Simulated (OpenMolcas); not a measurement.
BPH4 (SMILES BP): methods side by side

The species is BPH4 (6 atoms), meant as a singlet with charge 0. SMILES: `BP`. The coordinates come from a GFN2-xTB relaxation.

```xyz
6

B     0.0027   -0.8680    0.1189
P     0.3787    0.9288    0.2596
H    -0.7775   -1.3512    0.8429
H     0.6592   -1.5409   -0.5759
H     0.5991    1.3191   -1.0437
H    -0.8623    1.5122    0.3982
```

Quantity: the energy change with the B1–H3 bond stretched from 1.169 to 1.753 Å, in eV. The values are calculated.

```csv
level,kind,program,value (eV),less FCI/STO-3G,CPU time (all runs)
SVWN5/STO-3G (restricted),LDA,OpenMolcas,2.46,+0.13,7.8 s
PBE/STO-3G (restricted),GGA,OpenMolcas,2.37,+0.04,9.1 s
r2SCAN/STO-3G (restricted),meta-GGA,OpenMolcas,2.54,+0.21,12 s
B3LYP/STO-3G (restricted),global hybrid,OpenMolcas,2.53,+0.20,9.2 s
MP2/STO-3G (restricted),perturbation theory,OpenMolcas,2.68,+0.35,3.1 s
CCSD(T)/STO-3G (restricted),coupled cluster or CI,OpenMolcas,2.34,+0.01,4.2 s
CISD/STO-3G (restricted),coupled cluster or CI,OpenMolcas,2.47,+0.14,3.3 s
FCI/STO-3G,exact in the basis,OpenMolcas,2.33,0.00,1.8 min
```

FCI/STO-3G is exact within its basis and frozen core, so for wave-function methods in that basis the difference is their error; functionals converge differently with the basis, so for them it is only a difference. The first shape isn't each level's own minimum. The values span 2.33 to 2.68 eV. All rows use very small basis sets, so even the best lies far from the true value. CPU times are rough (shared hosts, several kinds of processor): they show what a rung costs within a factor of a few.

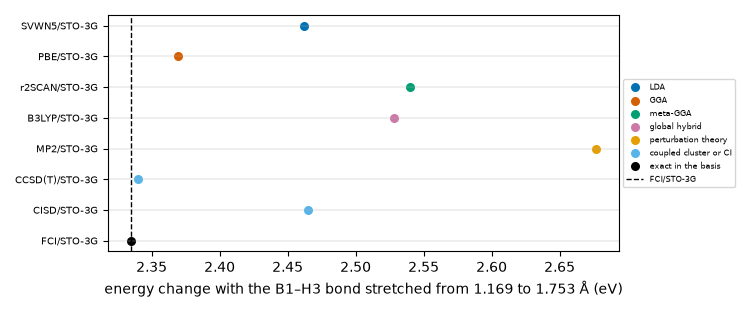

The values of the table, level by level.
